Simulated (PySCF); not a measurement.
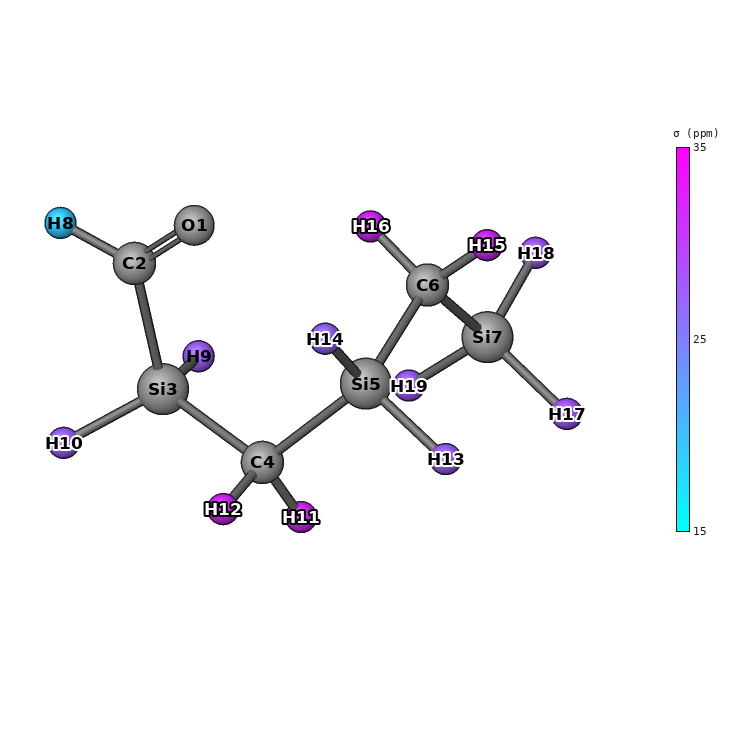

Atoms are coloured by their isotropic NMR shieldings (H only, the others grey). Computed geometry: GFN2-xTB optimisation. No frequency run is at hand to confirm it as a minimum. Properties computed with GIAO PBE0/pcSseg-1 NMR shielding, non-relativistic, gas phase (PySCF 2.14.0).

Question: Which H atom is the most shielded (lowest chemical shift)?

Answer: H12 (31.96 ppm).

Question: Which H atom is the least shielded (highest chemical shift)?

Answer: H8 (19.28 ppm).

Question: How wide is the range of H shifts?

Answer: 12.68 ppm.

Give the isotropic NMR shieldings of the H atoms atom by atom.

```tsv
atom	σ (ppm)
H8	19.28
H9	27.32
H10	27.12
H11	31.84
H12	31.96
H13	27.22
H14	26.67
H15	31.82
H16	31.82
H17	27.83
H18	27.66
H19	27.88
```

The geometry is semi-empirical. Around Si such bond lengths and angles can be off by a tenth of an ångström or more and by several degrees, and values that hang on the shape move with them.
